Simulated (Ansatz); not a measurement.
## What Cu2BrCl (R-3m) distorts into

Which phase does Cu2BrCl (R-3m) fall into along its unstable mode, and how much energy does it gain?

Program: Ansatz 0.2.0. Level of theory: DFT LDA, scalar-relativistic, plane waves, PAW. Results are calculated unless marked as measured.

**1. Starting point**

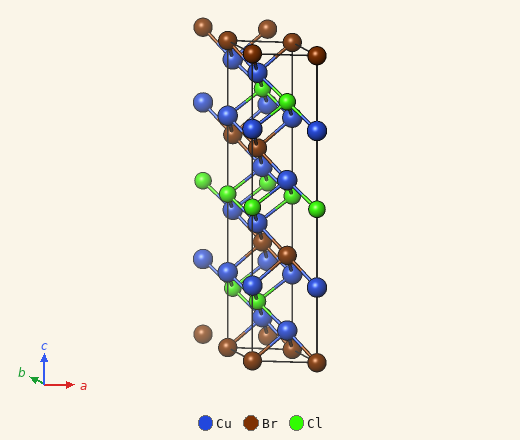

The cell as given, slightly off an axis (copper blue, bromine brown, chlorine green). 1×2×1 cells are drawn. This picture shows the conventional cell, with its axes. Bonds to atoms that aren't drawn are left out. Some periodic images of atoms are drawn too.

**2. Zone-centre response**

The cell comes from relaxations at this level that are not shown. The zone centre is the only wavevector solved here; it holds the modes that light can see, as far as symmetry allows. The response to a homogeneous field gives the Born charges and the dielectric tensor.

Input file input.yaml:

```yaml
crystal:
  lattice:
    - [1.7976886131, 1.0378960047, 5.7904915408]
    - [-1.7976886131, 1.0378960047, 5.7904915408]
    - [0.0, -2.0757920093, 5.7904915408]
  atoms:
    - { symbol: Cu, position: [0.2449917421, 0.2449917421, 0.2449917421] }
    - { symbol: Cu, position: [0.7550082579, 0.7550082579, 0.7550082579] }
    - { symbol: Br, position: [0.0, 0.0, 0.0] }
    - { symbol: Cl, position: [0.5, 0.5, 0.5] }
kpoints:
  mp_grid: { grid: [9, 9, 9] }
hamiltonian:
  xc: lda
scf:
  occupations: { method: fixed }
output:
  eigenvalues: true
phonons:
  method: dfpt
  dielectric: true
  rigid_motions: translations
```

The run is started by

```
> ansatz run input.yaml --threads 4 --pin off --max-ram 7168MiB --backend cpu --events-out ev --progress --plain --runs-dir out
```

Numbers of over 12 decimals in the logs are rounded to 6 here.

What it wrote:

```text
Engine: ansatz 0.2.0, aarch64-unknown-linux-gnu
Pseudopotentials: kind: paw
Pseudopotential: Cu, paw, valence charge 19, recommended cutoff 420 eV (normal), Cu.paw.azcp
Pseudopotential: Br, paw, valence charge 7, recommended cutoff 420 eV (normal), Br.paw.azcp
Pseudopotential: Cl, paw, valence charge 7, recommended cutoff 420 eV (normal), Cl.paw.azcp
Functional definition: SPW92
  exchange = slater_x
  correlation = pw_c
Crystal: 4 atoms, lattice volume = 64.824 Å³
Basis set: ecut = 420 eV, 1237 PW (Γ), exchange–correlation on 90×90×90 points (8 copies of the dense FFT grid, shifted against one another)
Bands: 32, of which v1, the nominal top of the filled ones, is band 26 counted from 1 (25 counted from 0)
Symmetry: 12 space group operations
k-points: 205 of 729 (irreducible under 2 space group operations, time reversal used)
Non-local potential: Cu, projectors of the file, l = 0: 3, l = 1: 2, l = 2: 3, l = 3: 1
Non-local potential: Br, projectors of the file, l = 0: 2, l = 1: 2, l = 2: 2
Non-local potential: Cl, projectors of the file, l = 0: 2, l = 1: 2, l = 2: 2
PAW form: soft (Blöchl's): semilocal exchange-correlation on the pseudo side does not see the compensation charge
PAW frozen core: Cu, regenerated for the run's functional, and the local potential with it (the file was generated under x = pbe(κ = 0.804, μ = 0.219515), c = pbe(β = 0.066725))
PAW frozen core: Br, regenerated for the run's functional, and the local potential with it (the file was generated under x = pbe(κ = 0.804, μ = 0.219515), c = pbe(β = 0.066725))
PAW frozen core: Cl, regenerated for the run's functional, and the local potential with it (the file was generated under x = pbe(κ = 0.804, μ = 0.219515), c = pbe(β = 0.066725))
PAW one-centre angular grid: Cu, 590 points (default); XC on 64 Gauss nodes
PAW one-centre angular grid: Br, 110 points (default); XC on 64 Gauss nodes
PAW one-centre angular grid: Cl, 110 points (default); XC on 64 Gauss nodes
Initial density: superposition of atomic densities (neutral atoms: chi_scale 0, normalization atom), corrected by the library's trained network
Initial wavefunctions: pseudopotential atomic-orbital guess
Functional: x = slater, c = lda
SCF iter   1: F=—  HF=-16849.930829 eV  |F-HF|=—  |Δ(HF+E_count)|=         —  Δρ=1.65e-2  dr2=8.73e-2  ethr=1.77e-3  ⟨swp⟩=5.5  Hψ=23204  notcnv=0  defer=795
preconditioner: auto → Resta (q_TF=auto, 2.630 Å⁻¹)  ε∞=9.1  [insulator: Δε(μ)=0.201 eV  Ē_g=9.720 eV  n_scr=22 (ndim 8)  ℏωp=27.7 eV  f_vac=0.003  ε∞_Penn≈9.1]
SCF iter   2: F=—  HF=-16849.918956 eV  |F-HF|=—  |Δ(HF+E_count)|=   1.19e-2  Δρ=8.11e-3  dr2=3.43e-2  ethr=1.68e-4  ⟨swp⟩=2.0  Hψ=13528  notcnv=0  defer=820
SCF iter   3: F=—  HF=-16849.907028 eV  |F-HF|=—  |Δ(HF+E_count)|=   1.19e-2  Δρ=4.05e-3  dr2=6.61e-3  ethr=6.60e-5  ⟨swp⟩=2.9  Hψ=11746  notcnv=0  defer=820
SCF iter   4: F=—  HF=-16849.904989 eV  |F-HF|=—  |Δ(HF+E_count)|=   2.04e-3  Δρ=7.22e-4  dr2=2.52e-4  ethr=1.27e-5  ⟨swp⟩=2.0  Hψ=9914  notcnv=0  defer=820
SCF iter   5: F=—  HF=-16849.904926 eV  |F-HF|=—  |Δ(HF+E_count)|=   6.36e-5  Δρ=1.34e-4  dr2=1.36e-5  ethr=4.85e-7  ⟨swp⟩=3.0  Hψ=10071  notcnv=0  defer=585
SCF iter   6: F=—  HF=-16849.904927 eV  |F-HF|=—  |Δ(HF+E_count)|=   8.84e-7  Δρ=1.89e-5  dr2=3.52e-7  ethr=2.61e-8  ⟨swp⟩=2.2  Hψ=9494  notcnv=0  defer=325
SCF iter   7: F=—  HF=-16849.904938 eV  |F-HF|=—  |Δ(HF+E_count)|=   1.16e-5  Δρ=1.95e-5  dr2=2.39e-7  ethr=6.77e-10  ⟨swp⟩=2.3  Hψ=10509  notcnv=0  defer=325
SCF iter   8: F=—  HF=-16849.904938 eV  |F-HF|=—  |Δ(HF+E_count)|=   2.85e-8  Δρ=3.37e-6  dr2=1.05e-8  ethr=4.60e-10  ⟨swp⟩=2.1  Hψ=8158  notcnv=0  defer=325
SCF iter   9: F=—  HF=-16849.904938 eV  |F-HF|=—  |Δ(HF+E_count)|=   2.45e-9  Δρ=1.62e-6  dr2=1.50e-9  ethr=2.01e-11  ⟨swp⟩=2.2  Hψ=9703  notcnv=0  defer=325
SCF iter  10: F=-16849.904938 eV  HF=-16849.904938 eV  |F-HF|=1.09e-11  |Δ(HF+E_count)|=  2.98e-10  Δρ=1.83e-7  dr2=3.86e-11  ethr=1.00e-12  ⟨swp⟩=12.1  Hψ=48456  notcnv=0
SCF 1 converged in 10 iterations: F = -16849.904938 eV  dr2 = 3.86e-11
  greatest PAW one-centre occupation: 1.000 electrons in one spin orbital (limit 2), on the Cu atom at site 1 (counted from 0), in its partial waves of l = 1
NSCF: frozen V_eff on 205 k-points
NSCF: frozen V_eff on 205 k-points
[...]
DFPT response loops at Γ: preconditioner auto → Resta (q_TF=auto, 2.630 Å⁻¹)  ε∞=13.3 (no band partly filled); β = 1.00, the filter's whole step (`scf.mixing.beta` (0.50) is not read by the response loops at its default; to damp them type it under 1.00, their step now; it binds the ground state too); Broyden in place of MSR1
── the response to a field inside a basis, on 18×18×18 k-points: an SCF that follows is theirs, and a resumed run solves both again ──
Bands: 27, of which v1, the nominal top of the filled ones, is band 26 counted from 1 (25 counted from 0)
k-points: 570 of 5832
Initial density: handed on by an earlier stage of this run
Initial wavefunctions: pseudopotential atomic-orbital guess (no wavefunctions were taken with the density)
Eigensolver: Dense (570 Hₖ)
SCF iter   1: F=—  HF=-16849.898111 eV  |F-HF|=—  |Δ(HF+E_count)|=         —  Δρ=2.08e-4  dr2=4.40e-6  ethr=1.00e-1
preconditioner: auto → Resta (q_TF=auto, 2.630 Å⁻¹)  ε∞=17.5  [insulator: Δε(μ)=0.209 eV  Ē_g=6.820 eV  n_scr=22 (ndim 8)  ℏωp=27.7 eV  f_vac=0.000  ε∞_Penn≈17.5]
SCF iter   2: F=—  HF=-16849.898114 eV  |F-HF|=—  |Δ(HF+E_count)|=   2.53e-6  Δρ=2.31e-4  dr2=2.04e-5  ethr=8.45e-9
SCF iter   3: F=—  HF=-16849.898113 eV  |F-HF|=—  |Δ(HF+E_count)|=   5.86e-7  Δρ=9.38e-5  dr2=1.15e-6  ethr=8.45e-9
SCF iter   4: F=—  HF=-16849.898111 eV  |F-HF|=—  |Δ(HF+E_count)|=   1.97e-6  Δρ=1.19e-5  dr2=2.71e-8  ethr=2.22e-9
SCF iter   5: F=-16849.898111 eV  HF=-16849.898111 eV  |F-HF|=8.77e-10  |Δ(HF+E_count)|=   2.06e-7  Δρ=6.54e-6  dr2=6.07e-9  ethr=5.21e-11
SCF 1 converged in 5 iterations: F = -16849.898111 eV  dr2 = 6.07e-9
  greatest PAW one-centre occupation: 1.000 electrons in one spin orbital (limit 2), on the Cu atom at site 0 (counted from 0), in its partial waves of l = 1
DFPT response loops at Γ: preconditioner auto → Resta (q_TF=auto, 2.630 Å⁻¹)  ε∞=16.9 (no band partly filled); β = 1.00, the filter's whole step (`scf.mixing.beta` (0.50) is not read by the response loops at its default; to damp them type it under 1.00, their step now; it binds the ground state too); Broyden in place of MSR1
WARN: field response: inside a basis, on 18×18×18 points, no mesh in reach settles it: take ε∞, Z* and everything formed from them with what they may err, as stated (eps_inf_uncertainty, zstar_uncertainty_e), and compare with field_mesh: kpoints on a denser kpoints.mp_grid
SCF converged after 10 iterations
Free energy (F): -16849.904938 eV
Harris-Foulkes:  -16849.904938 eV  (|F-HF|=1.09e-11)
Internal energy: -16849.904938 eV  (E = F + TS)
E sigma→0 (E₀):  -16849.904938 eV
Fermi energy:    10.818330 eV
--- Per-component energies (eV) ---
  E_band       = -866.570206
  E_kinetic    = 901.427538
  E_local      = -10683.923893  (includes V_loc(G=0)·N_el)
  E_nonlocal   = 927.930702
  E_hartree    = 4707.462471
  E_xc         = -542.007371
  E_vxc        = -453.117622  (∫ρ·V_xc dr)
  E_paw        = -6004.737001  (= ΣΔE_a)
  E_vpaw       = -973.812254  (= ΣTr[D̂ρ^β])
  E_aug_tail   = 0.000493  (compensation charges beyond the density's cutoff)
  E_ewald      = -6157.354200
  E_core_change = 1.296323  (= ΣΔE_core)
  E_smearing   = -0.000000  (= −TS)
  E_closure    = 0.000000  (closes the sum)
  Σ components = -16849.904938   (vs F -16849.904938, Δ=0.00e0)
--- Band table (eV; the first three rows and the last of 205) ---
  k-point 0: bands = [... 22 lower, 9.0916, 9.2360, 10.8183, 10.8183, 11.1558, 13.5547, 16.3484, 16.3484, ... 2 higher]
  k-point 1: bands = [... 22 lower, 9.0994, 9.2367, 10.3087, 10.6778, 11.9413, 14.2479, 15.5951, 16.7452, ... 2 higher]
  k-point 2: bands = [... 22 lower, 9.2632, 9.6113, 9.6598, 10.3758, 13.4144, 14.1591, 16.1672, 17.5810, ... 2 higher]
  k-point 204: bands = [... 22 lower, 9.4532, 9.5081, 9.9890, 10.4192, 13.8321, 14.3270, 16.7566, 17.1350, ... 2 higher]
--- Phonons (Γ-DFPT): 6 representative perturbations + reference, on 205 of 729 k-points (Σ response iterations 22) ---
  k mesh reduced under 2 symmetry operations, with k and −k counted as one. Each operation leaves every solved perturbation unchanged. A smaller set is not considered because the run solves the response to a homogeneous field
  ASR residual: 1.079e-4 → 0.000e0 eV/Å²; symmetrization residual: 4.792e-6 eV/Å²
  ASR residual per site (eV/Å²): 2.48e-5 2.48e-5 1.03e-4 1.08e-4
  Γ frequencies (cm⁻¹): -90.52 -90.52 0.00 0.00 0.00 55.69 62.13 62.13 72.46 72.46 122.24 201.51
  ε∞ (high-frequency dielectric tensor):
        8.940216     0.000000     0.000000
       -0.000000     8.940216    -0.000000
        0.000000    -0.000000     8.216326
  softest optical mode at Γ: -90.52 cm⁻¹; the repairs (sum rule, projections) moved no ω² at Γ by more than (1.13 cm⁻¹)²
  Born effective charges Z* (e; rows j = field, columns β = displacement):
    site 0:
         1.47058    0.00000   -0.00000
         0.00000    1.47058   -0.00000
         0.00000   -0.00000    1.45018
    site 1:
         1.47058    0.00000   -0.00000
         0.00000    1.47058   -0.00000
         0.00000   -0.00000    1.45018
    site 2:
        -1.71001    0.00000   -0.00000
        -0.00000   -1.71001    0.00000
        -0.00000    0.00000   -1.31108
    site 3:
        -1.23115    0.00000    0.00000
        -0.00000   -1.23115   -0.00000
         0.00000   -0.00000   -1.58928
  Z* charge neutrality: 8.699e-4 e pre-enforcement
  solved inside a basis spanned on kpoints, on 18×18×18 k-points, which do not settle them: ε∞ is read to err by 1.4e-1, Z* by 3.9e-2 e (field_mesh: kpoints solves on kpoints); Z* is corrected for what the basis lacks
  optical modes at Γ without the LO–TO term, one row a degenerate level:
      ω (cm⁻¹)  modes    IR ((D/Å)²/amu)
        -90.52      2             0.7765
         55.69      1             3.3722
         62.13      2             6.0256
         72.46      2             0.0000
        122.24      1             0.0000
        201.51      1             0.2949
  optical modes at Γ + LO–TO along q̂ = [1.0000, 0.0000, 0.0000]:
      ω (cm⁻¹)  modes    IR ((D/Å)²/amu)
        -90.52      1             0.3882
        -86.44      1             0.0962
         55.69      1             3.3722
         62.13      1             3.0128
         72.46      2             0.0000
        122.24      1             0.0000
        125.12      1             3.3048
        201.51      1             0.2949
  optical modes at Γ + LO–TO along q̂ = [0.0000, 1.0000, 0.0000]:
      ω (cm⁻¹)  modes    IR ((D/Å)²/amu)
        -90.52      1             0.3882
        -86.44      1             0.0962
         55.69      1             3.3722
         62.13      1             3.0128
         72.46      2             0.0000
        122.24      1             0.0000
        125.12      1             3.3048
        201.51      1             0.2949
  optical modes at Γ + LO–TO along q̂ = [0.0000, 0.0000, 1.0000]:
      ω (cm⁻¹)  modes    IR ((D/Å)²/amu)
        -90.52      2             0.7765
         62.13      2             6.0256
         72.46      2             0.0000
        122.24      1             0.0000
        126.44      1             2.9987
        205.92      1             0.6685
```

The job ended after 12 min (4 threads of Arm Neoverse N1, shared host; peak memory 3.1 GiB).

In the SCF lines HF is the Harris–Foulkes energy and dr2 the Hartree energy of the density residual, in eV; the loop may stop once dr2 is under the threshold and the program's other checks hold. Hψ counts applications of the Hamiltonian.

This step gave:

| Property | Result |
| --- | --- |
| gap on the k-mesh | 0.3375 eV |
| volume per atom | 16.21 Å³ |
| sum-rule residual before enforcement | 1.08e-4 eV/Å² |
| miss of the charge sum rule | 8.70e-4 e |
| estimated error of the dielectric tensor | 0.1419 |
| estimated error of the Born charges | 0.03871 e |
| point group | -3m |
| highest optical mode at the zone centre (no LO-TO term) | 201.5 cm⁻¹ |
| lowest optical zone-centre mode | -90.52 cm⁻¹ |
| mean high-frequency dielectric constant | 8.699 |
| largest Born charge (third of the trace) | -1.577 e |
| top of the zone-centre spectrum with the field | 205.9 cm⁻¹ |

Without the LO-TO term. Patterns of degenerate modes are one choice out of their space. Modes at Γ, with each element's share of the kinetic energy (negative means imaginary):

```csv
mode,frequency (cm⁻¹),symmetry,Cu %,Br %,Cl %
1,-90.5,Eu,1,20,79
2,-90.5,Eu,1,20,79
3,0.0,acoustic,52,33,15
4,0.0,acoustic,52,33,15
5,0.0,acoustic,52,33,15
6,55.7,A2u,47,31,21
7,62.1,Eu,46,47,6
8,62.1,Eu,46,47,6
9,72.5,Eg,100,0,0
10,72.5,Eg,100,0,0
11,122.2,A1g,100,0,0
12,201.5,A2u,0,36,64
```

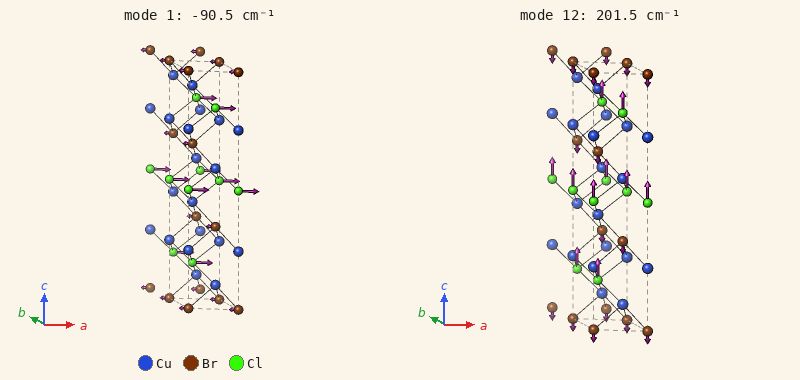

Displacement patterns of modes 1 and 12 at Γ; arrows are exaggerated. Bonds to atoms that aren't drawn are left out. 1×2×1 conventional cells are drawn. Some periodic images of atoms are drawn too.

Before it was imposed, the acoustic sum rule was missed by 1.1e-4 eV/Å² and the charge sum rule by 8.7e-4 e. Small misses are needed for a sound result but don't prove that mesh and cutoff are converged. The lowest optical mode is imaginary, 90.5i cm⁻¹, so the energy falls along it.

**3. The mode frozen in, largest atomic shift 0 Å**

The mode followed lies at Γ with frequency 90.5i cm⁻¹ and is 2-fold degenerate, the softest among the wavevectors solved. At small amplitude the distorted cell has space group no. 8 by a symmetry search on the positions. The undistorted cell that holds it gives the zero of energy on the same k mesh.

Changes to input.yaml since step 2:

```diff
@@ -15,8 +15,6 @@
 scf:
-  occupations: { method: fixed }
+  occupations: { method: gaussian, width: 0.02 }
 output:
+  forces: true
+  stress: true
   eigenvalues: true
-phonons:
-  method: dfpt
-  dielectric: true
-  rigid_motions: translations
```

What it wrote:

```text
[...]
k-point 0: bands = [... 22 lower, 9.0916, 9.2360, 10.8183, 10.8183, 11.1558, 13.5547, 16.3483, 16.3483, ... 1 higher]
  k-point 1: bands = [... 22 lower, 9.0994, 9.2367, 10.3087, 10.6779, 11.9413, 14.2480, 15.5951, 16.7452, ... 1 higher]
  k-point 2: bands = [... 22 lower, 9.2632, 9.6113, 9.6598, 10.3758, 13.4144, 14.1591, 16.1672, 17.5810, ... 1 higher]
  k-point 84: bands = [... 22 lower, 9.4532, 9.5081, 9.9890, 10.4192, 13.8321, 14.3271, 16.7566, 17.1350, ... 1 higher]
[key lines of the parts left out:]
SCF converged after 8 iterations
Free energy (F): -16849.904939 eV
Fermi energy:    10.987283 eV
P = ⅓ Tr σ = -0.0014 GPa (-0.014 kbar)
```

Run time: 5.8 s. Hardware: 4 threads; peak memory 0.43 GiB.

Numbers from this step:

* pressure: -0.001403 GPa
* gap on the k-mesh: 0.3374 eV
* energy from the undistorted cell: 0 meV/atom

At this level the gap is 0.34 eV on the k-mesh of the self-consistent run, which can miss the band edges.

**4. The mode frozen in, largest atomic shift 0.22 Å**

The atoms are moved along the unstable eigenvector, the largest shift by 0.22 Å, with the cell fixed.

input.yaml, the sections that differ from step 3:

```yaml
crystal:
  lattice:
    - [1.7976886131, 1.0378960047, 5.7904915408]
    - [-1.7976886131, 1.0378960047, 5.7904915408]
    - [0.0, -2.0757920093, 5.7904915408]
  atoms:
    - { symbol: Cu, position: [0.2400408582, 0.2474671841, 0.2474671841] }
    - { symbol: Cu, position: [0.750057374, 0.7574836998, 0.7574836998] }
    - { symbol: Br, position: [-0.0234722797, 0.0117361398, 0.0117361398] }
    - { symbol: Cl, position: [0.5706557622, 0.4646721189, 0.4646721189] }
# kpoints, hamiltonian, scf, output: as in step 3
```

What it wrote:

```text
[...]
Crystal: 4 atoms, lattice volume = 64.824 Å³
Basis set: ecut = 420 eV, 1237 PW (Γ), FFT grids on a1−a3, a2−a3, a3
Bands: 32, of which v1, the nominal top of the filled ones, is band 26 counted from 1 (25 counted from 0)
Symmetry: 2 space group operations
[...]
k-points: 205 of 729 (time reversal used)
[...]
k-point 0: bands = [... 22 lower, 9.0479, 9.2115, 10.5695, 10.7956, 11.3726, 13.5998, 16.4429, 16.5418, ... 1 higher]
  k-point 1: bands = [... 22 lower, 9.1022, 9.2410, 10.2546, 10.6048, 12.0374, 14.2996, 15.6568, 16.8973, ... 1 higher]
  k-point 2: bands = [... 22 lower, 9.2633, 9.5341, 9.6693, 10.3842, 13.4453, 14.2290, 16.1463, 17.3801, ... 1 higher]
  k-point 204: bands = [... 22 lower, 9.3506, 9.6081, 9.7939, 10.1170, 12.6571, 13.7926, 15.9034, 17.3715, ... 1 higher]
[key lines of the parts left out:]
SCF converged after 9 iterations
Free energy (F): -16849.922776 eV
Fermi energy:    11.084103 eV
P = ⅓ Tr σ = 0.8415 GPa (8.415 kbar)
```

Run time: 26 s. Hardware: 4 threads; peak memory 0.56 GiB.

Numbers from this step:

| Quantity | Value |
| --- | --- |
| pressure | 0.8415 GPa |
| gap on the k-mesh | 0.5771 eV |
| energy from the undistorted cell | -4.459 meV/atom |

The energy, extrapolated to zero smearing, is -4.46 meV/atom against the undistorted cell.

The run ends at a pressure of 0.84 GPa, with forces up to 0.15 eV/Å.

**5. Energy along the mode, all amplitudes (two of the runs are shown above)**

An imaginary frequency means negative curvature, so the energy should fall and then rise again as anharmonic terms take over.

This step gave:

- depth at the lowest point sampled: 4.459 meV/atom
- largest atomic shift at that point: 0.22 Å

Table of energy from the parent by largest atomic shift:

```csv
largest atomic shift (Å),energy from the parent (meV/atom)
0.000,0
0.040,-0.264
0.080,-0.986
0.140,-2.56
0.220,-4.46
0.320,-3.71
0.450,9.74
```

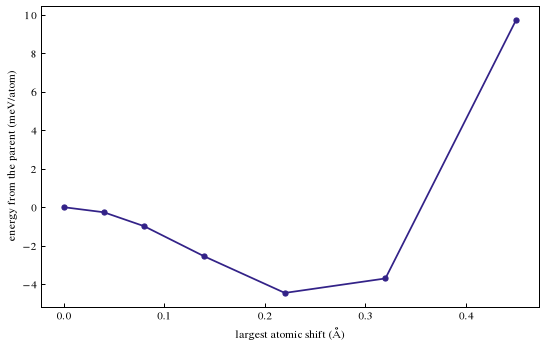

Energy from the parent against largest atomic shift.

Displacement at unit largest shift by atom:

```csv
atom,x (Å),y (Å),z (Å),size
Cu1,-0.061,-0.035,0.000,0.070
Cu2,-0.061,-0.035,0.000,0.070
Br3,-0.288,-0.166,0.000,0.332
Cl4,0.866,0.500,0.000,1.000
```

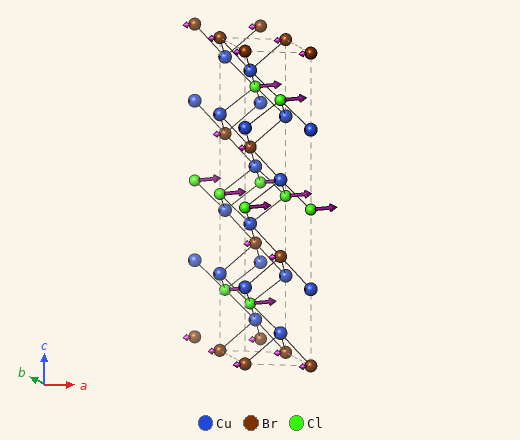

Displacement at unit largest shift as arrows, the longest 1.000 Å. Bonds to atoms that aren't drawn are left out. 1×2×1 conventional cells are drawn. Some periodic images of atoms are drawn too.

The lowest of the steps tried is at 0.22 Å, 4.46 meV/atom below the parent; the bottom of the well need not coincide with a step.

[end of part 1 of 2]

[Logs are printed without paths, hosts, clocks, repeated set-up lines and the standing remarks that a program may print on its own settings, such as how far it seeks lower states.]

[Hosts, paths, dates, database ids (printed as entryN), source tags and the programs' standing remarks are cut or masked in the printed files.]
